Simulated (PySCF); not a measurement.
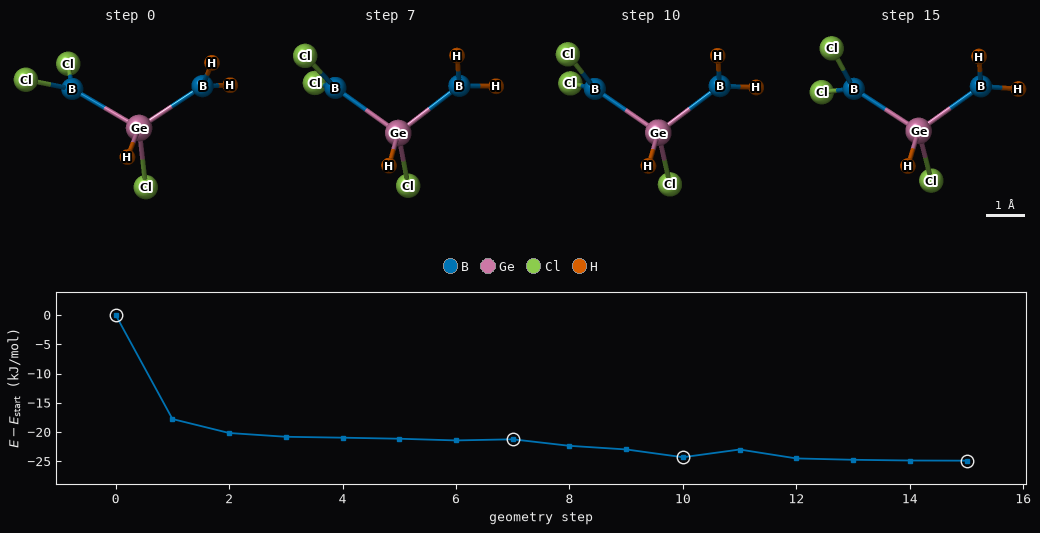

Frames of a relaxation of B2GeH3Cl3, marked on the history of the run. Style: ball-and-stick. Shown from a free direction.

The start comes from GFN2-xTB. Its atoms were then displaced at random by about 0.01 Å.

Method: PBE0-D3(BJ)/def2-SVP geometry optimisation, gas phase in PySCF. 

Question: What happens along the run?

Answer: Over 15 geometry steps the energy falls by 24.9 kJ/mol. The atom that moves furthest after the best rigid fit is a Cl atom (1.08 Å). Largest moves by element: Cl 1.08 Å, H 0.45 Å, B 0.17 Å, Ge 0.16 Å. Among the contacts that change: B–Cl 1.667 → 1.748 Å, B–Ge 2.004 → 2.051 Å, B–H 1.160 → 1.207 Å, B–Cl 1.702 → 1.737 Å. Among the angles between lasting bonds that change: Ge–B–Cl 117.5° → 122.5°, Ge–B–Cl 121.9° → 117.8°, B–Ge–H 114.5° → 110.5°. Groups turn about B–Ge by about 50°, B–Ge by about 20°. From step 0 to 7: a Cl atom moves most (0.84 Å), energy −21.2 kJ/mol. From step 7 to 10: a Cl atom moves most (0.12 Å), energy −3.06 kJ/mol. From step 10 to 15: a Cl atom moves most (0.32 Å), energy −0.59 kJ/mol.

```
step  E − E(0), kJ/mol
   0              0.00
   1            -17.77
   2            -20.16
   3            -20.80
   4            -20.96
   5            -21.14
   6            -21.43
   7            -21.23
   8            -22.35
   9            -22.97
  10            -24.30
  11            -22.98
  12            -24.50
  13            -24.74
  14            -24.86
  15            -24.89
```
